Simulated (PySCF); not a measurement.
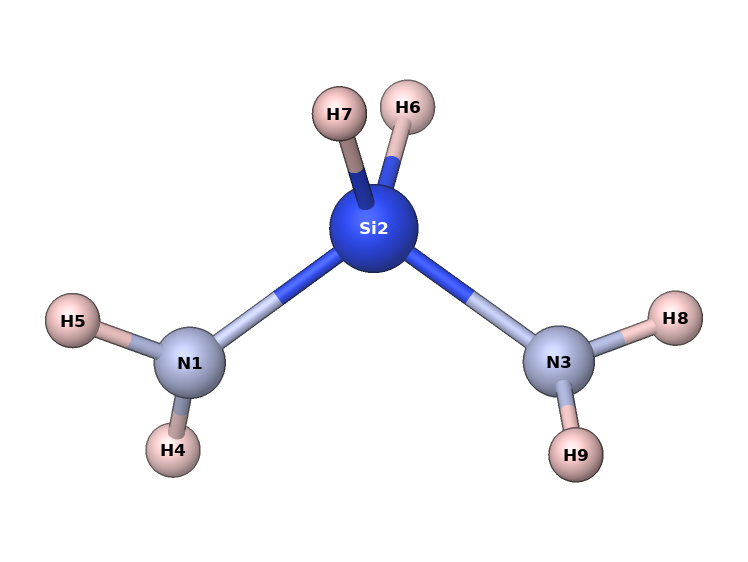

The geometry was computed by an optimisation with PBE0-D3(BJ)/def2-SVP. No frequency run is at hand to confirm it as a minimum. Properties computed with delta-SCF UKS SCAN, pcX-2 on the ionised atom, pcseg-1 elsewhere, non-relativistic (PySCF 2.14.0).

Give the core-electron binding energies (to vacuum; p and d levels without spin–orbit splitting) of N1 1s, Si2 1s, Si2 2p.

```csv
atom,level,binding energy (eV)
N1,1s,404.3
Si2,1s,1842.5
Si2,2p,107.1
```
